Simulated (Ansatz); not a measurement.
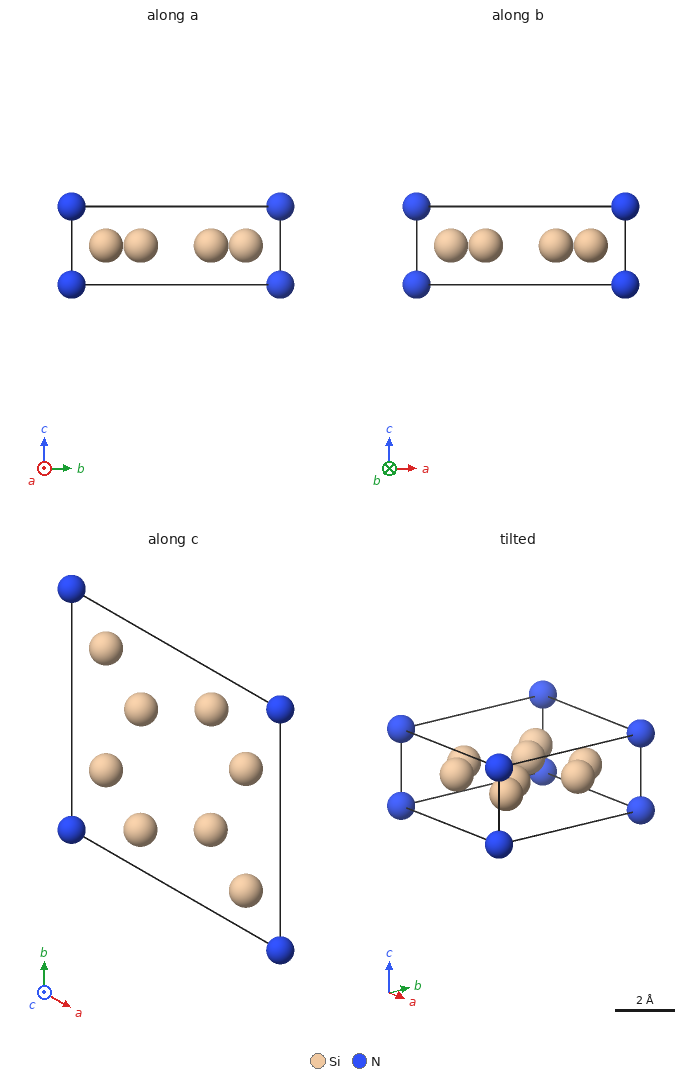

An orthographic spheres-only view of the structure, along the a axis, along the b axis, along the c axis and slightly off an axis. The frame is the conventional unit cell; atoms at its boundary are shown with their periodic copies.

Lattice parameters: a = 8.1926 Å, b = 8.1926 Å, c = 2.6577 Å, α = 90.000°, β = 90.000°, γ = 120.000°.

**Write down what is shown as a CIF with its space group and independent sites, with free fractional coordinates to two decimals.**

```cif
data_structure
_symmetry_space_group_name_H-M 'P 6/m m m'
_symmetry_Int_Tables_number 191
_cell_length_a 8.1926
_cell_length_b 8.1926
_cell_length_c 2.6577
_cell_angle_alpha 90.000
_cell_angle_beta 90.000
_cell_angle_gamma 120.000
_cell_volume 154.48
loop_
_atom_site_label
_atom_site_type_symbol
_atom_site_symmetry_multiplicity
_atom_site_Wyckoff_symbol
_atom_site_fract_x
_atom_site_fract_y
_atom_site_fract_z
_atom_site_occupancy
Si1 Si 6 m 0.84 0.16 0.50 1
Si2 Si 2 d 0.3333 0.6667 0.50 1
N1 N 1 a 0.00 0.00 0.00 1
```

Provenance: a random cell made by a generator, so it need not be a real form of the compound. It was relaxed with Ansatz 0.2.0, DFT PBE, scalar-relativistic, plane waves, PAW.
